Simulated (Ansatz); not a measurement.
Base system: Mg₃Sb₂ (space group P-3m1, No. 164; a = 4.5669 Å, c = 7.2470 Å).

One thing is altered: cell and atoms relaxed at a pressure of 7.5 GPa.

Computed with r2SCAN (Ansatz, a quantum-chemistry and plane-wave program, PAW, scalar-relativistic without spin-orbit coupling).

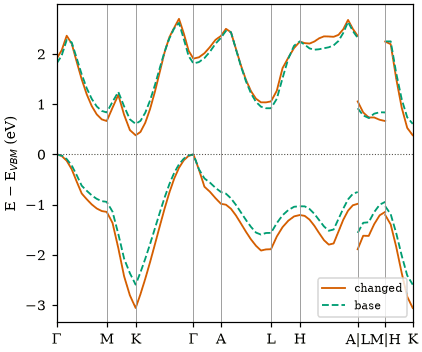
Figure. Highest valence and lowest conduction band along the path, each from its own valence-band maximum

### Question
From the figure, how large is the changed gap, and is it direct?

### Answer
About 0.4 eV, indirect, Γ → K.

With Sb present, leaving out spin-orbit coupling can change the band edges. Load acts through the strain it causes; cell and atoms are relaxed under it. Whether these cells are dynamically stable was not tested. Competing high-pressure phases were not computed.
